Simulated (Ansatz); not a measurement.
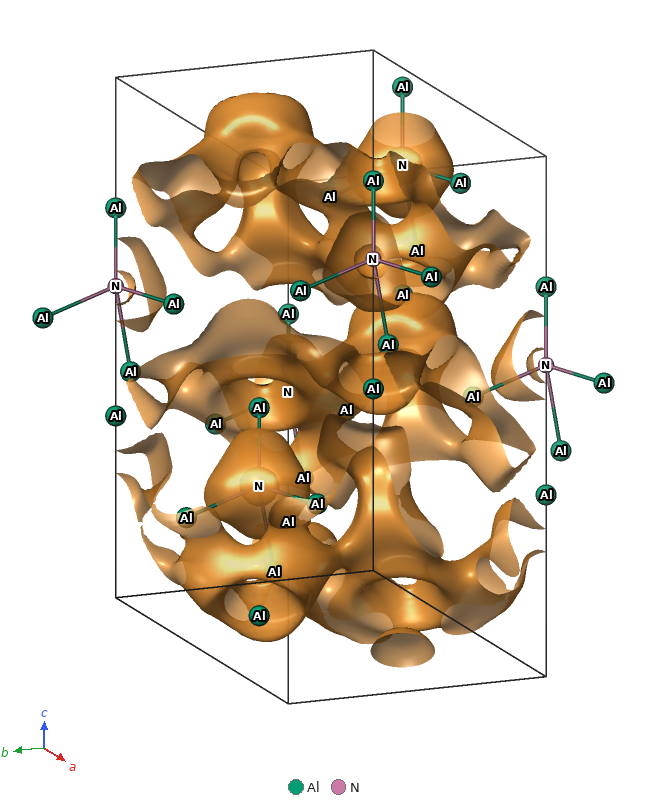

*Al$_{5}$N. Isosurface of the electron localisation function at 0.65 (orange), seen at an oblique angle. Only the valence region is drawn (cores and ρ < 0.01 e/Å³ removed). Sticks mark near contacts.*

Space group R3m; a structure generated by program, which may or may not match a known phase.

All numbers below come from DFT PBE, scalar-relativistic, plane waves, PAW in Ansatz.

Core electrons are frozen (PAW), and the valence fields are smoothed inside the atomic spheres.

```
Al N
1.0
     5.44324    0.00000    0.00000
    -2.72162    4.71398    0.00000
     0.00000    0.00000   12.78263
Al N
15 3
Direct
  0.16408 0.83592 0.17866
  0.83075 0.16925 0.51199
  0.49741 0.50259 0.84532
  0.16408 0.32816 0.17866
  0.83075 0.66149 0.51199
  0.49741 0.99482 0.84532
  0.67184 0.83592 0.17866
  0.33851 0.16925 0.51199
  0.00518 0.50259 0.84532
  0.66667 0.33333 0.08226
  0.33333 0.66667 0.41560
  0.00000 0.00000 0.74893
  0.33333 0.66667 0.01595
  0.00000 0.00000 0.34928
  0.66667 0.33333 0.68262
  0.33333 0.66667 0.26546
  0.00000 0.00000 0.59879
  0.66667 0.33333 0.93212
```

Q: What do the ELF domains correspond to?

A: The ELF exceeds this value in three regions on N in which the atom's valence shell and bonds are merged and sheets that run through the cell in two directions, counted in one cell of 18 atoms. Regions shared between cells count once.

Values along the shortest contacts:
Al–N (1.92 Å): the ELF peaks at about 0.90 between the atoms.
